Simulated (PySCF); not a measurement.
# [AlH3]− (SMILES [AlH3-]) at 5 levels

We compute a comparison of 5 runs (U-r2SCAN/SBKJC, U-wB97X-V/SBKJC, UM06-2X/SBKJC, UPBE0/SBKJC, UCISD/SBKJC) of [AlH3]−. 

The results are computed with PySCF 2.14.0.

8 further runs of the same task are left out: 8 set aside as unsound or not needed.

### 1 The molecule

The species is [AlH3]− (4 atoms), meant as a doublet with charge -1. SMILES: `[AlH3-]`. The Al1–H3 distance was set to 2.528 Å, away from the relaxed value. At this shape a bond of the SMILES string is far longer than usual.

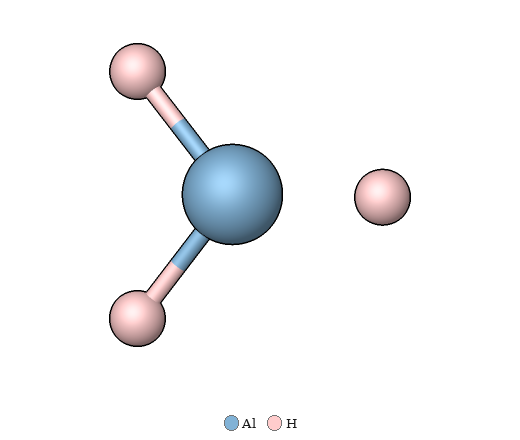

Viewed from a chosen angle; aluminium light blue, hydrogen pink.

### 2 The energy at U-r2SCAN/SBKJC (core potential) (run 1)

Input file calc.py:

```python
from pyscf import gto, dft

system = gto.M(
    atom='''
Al     0.433478     1.024968    -0.486144
H      1.066458     1.323688     1.045556
H     -1.350110    -0.683860     0.050500
H      1.633788     0.044058    -1.146574
''',
    ecp={'Al': 'sbkjc'},
    max_memory=1860,
    charge=-1,
    spin=1,
    verbose=3,
    basis='sbkjc',
)

ks = dft.UKS(system, xc='r2scan')
ks.conv_tol = 1e-10
ks.grids.level = 5
ks.kernel()
if not ks.converged:
    ks = ks.newton().run(ks.mo_coeff, ks.mo_occ)

e_tot = ks.e_tot
print(f'total energy: {e_tot:.8f} hartree')
```

The run is started by

```sh
$ OMP_NUM_THREADS=1 python calc.py
```

The log of the run:

```text
converged SCF energy = -3.69659125288291  <S^2> = 0.75233765  2S+1 = 2.0023363
total energy: -3.69659125 hartree
```

It took 3.9 s on 1 thread of Arm Neoverse V1, shared host; peak memory 0.19 GiB.

### 3 The energy at U-wB97X-V/SBKJC (core potential) (run 2)

Input file run.py:

```python
from pyscf import gto, dft

system = gto.M(
    atom='''
Al     0.433478     1.024968    -0.486144
H      1.066458     1.323688     1.045556
H     -1.350110    -0.683860     0.050500
H      1.633788     0.044058    -1.146574
''',
    verbose=3,
    ecp={'Al': 'sbkjc'},
    charge=-1,
    max_memory=1860,
    basis='sbkjc',
    spin=1,
)

mf = dft.UKS(system)
mf.xc = 'wb97x-v'
mf.nlcgrids.level = 1
mf.grids.level = 5
mf.conv_tol = 1e-10
mf.kernel()
if not mf.converged:
    mf = mf.newton().run(mf.mo_coeff, mf.mo_occ)

e_final = mf.e_tot
print('E = %.10f Eh' % e_final)
```

The run is started by

```sh
$ OMP_NUM_THREADS=1 python run.py
```

The log of the run:

```text
WARN: HOMO -0.0797392212698307 >= LUMO -0.0797392212698314

converged SCF energy = -3.68373751992435  <S^2> = 0.75379369  2S+1 = 2.0037901
E = -3.6837375199 Eh
```

Wall time 14 s (1 thread of Arm Neoverse V1, shared host); peak memory 0.17 GiB.

Run 3 isn't shown in full; the table further down has it.

### 4 The energy at UPBE0/SBKJC (core potential) (run 4)

Input file run.py:

```python
from pyscf import gto, dft

system = gto.M(
    atom='''
Al       0.433478       1.024968      -0.486144
H        1.066458       1.323688       1.045556
H       -1.350110      -0.683860       0.050500
H        1.633788       0.044058      -1.146574
''',
    basis='sbkjc',
    ecp={'Al': 'sbkjc'},
    max_memory=1860,
    verbose=3,
    spin=1,
    charge=-1,
)

mf = dft.UKS(system)
mf.xc = 'pbe0'
mf.conv_tol = 1e-10
mf.grids.level = 5
mf.kernel()
if not mf.converged:
    mf = mf.newton().run(mf.mo_coeff, mf.mo_occ)

e_tot = mf.e_tot
print('E(%s) = %.9f' % ('PBE0', e_tot))
```

The run is started by

```sh
$ OMP_NUM_THREADS=1 python run.py
```

The log of the run:

```text
converged SCF energy = -3.69171021918597  <S^2> = 0.75110986  2S+1 = 2.0011096
E(PBE0) = -3.691710219
```

Wall time 2.2 s (1 thread of Arm Neoverse V1, shared host); peak memory 0.18 GiB.

### 5 A single-point energy at UCISD/SBKJC (core potential) (run 5)

Input file start.xyz:

```xyz
4

Al     0.433478     1.024968    -0.486144
H      1.066458     1.323688     1.045556
H     -1.350110    -0.683860     0.050500
H      1.633788     0.044058    -1.146574
```

Input file input.py:

```python
from pyscf import gto, scf, ci

mol = gto.M(
    atom='start.xyz',
    charge=-1,
    ecp={'Al': 'sbkjc'},
    spin=1,
    verbose=4,
    max_memory=1860,
    basis='sbkjc',
)

mf = scf.UHF(mol)
mf.conv_tol = 1e-10
mf.kernel()
if not mf.converged:
    mf = mf.newton().run(mf.mo_coeff, mf.mo_occ)

cisd = ci.CISD(mf)
cisd.kernel()
energy = cisd.e_tot
print('Final energy', energy)
```

The run is started by

```sh
$ OMP_NUM_THREADS=1 python input.py
```

The log of the run:

```text
PySCF version 2.14.0

[... 117 lines left out ...]
SCF not converged.
SCF energy = -3.53184839032324 after 50 cycles  <S^2> = 0.75560884  2S+1 = 2.005601
[... 47 lines left out ...]
converged SCF energy = -3.53189181559551  <S^2> = 0.78385461  2S+1 = 2.0335728
[... 1 line left out ...]
******** <class 'pyscf.ci.ucisd.UCISD'> ********
CISD nocc = (np.int64(4), np.int64(3)), nmo = (14, 14)
max_cycle = 50
direct = 0
conv_tol = 1e-09
max_cycle = 50
max_space = 12
lindep = 0
nroots = 1
Init t2, MP2 energy = -0.0443854309072451
UCISD converged
E(UCISD) = -3.597994114552553  E_corr = -0.06610229895704157
Final energy -3.5979941145525527
```

Run time: 0.97 s. Hardware: 1 thread of Arm Neoverse V1, shared host; peak memory 0.12 GiB.

### 6 Overview of the runs

| run | level | nlc grid | integration grid | energy (Eh) | HOMO energy (eV) | LUMO energy (eV) | ⟨S²⟩ | wall time |
| --- | --- | --- | --- | --- | --- | --- | --- | --- |
| 1 | U-r2SCAN/SBKJC (core potential) | – | 5 | -3.696591 | 0.65 | 2.58 | 0.752 | 3.9 s |
| 2 | U-wB97X-V/SBKJC (core potential) | 1 | 5 | -3.683738 | -1.87 | 4.38 | 0.754 | 14 s |
| 3 | UM06-2X/SBKJC (core potential) | – | 5 | -3.663893 | -0.52 | 2.45 | 0.752 | 3.9 s |
| 4 | UPBE0/SBKJC (core potential) | – | 5 | -3.691710 | 0.02 | 2.87 | 0.751 | 2.2 s |
| 5 | UCISD/SBKJC (core potential) | – | – | -3.597994 | -1.81 | 5.68 | 0.784 | 0.97 s |

### 7 What came out

```
                                                         quantity        value
                                              run 5: total energy  -3.59799 Eh
run 5: HOMO energy (Hartree–Fock orbitals) (highest over α and β)     -1.81 eV
 run 5: LUMO energy (Hartree–Fock orbitals) (lowest over α and β)      5.68 eV
                                        run 5: correlation energy    -66.1 mEh
                         run 5: ⟨S²⟩ of the reference determinant        0.784
```

What this shows: Totals of different functionals can't be ranked against each other. In runs 1, 4 the HOMO lies above zero, so the outermost electron may be held by the basis alone. All runs together took 25 s, the longest 14 s.
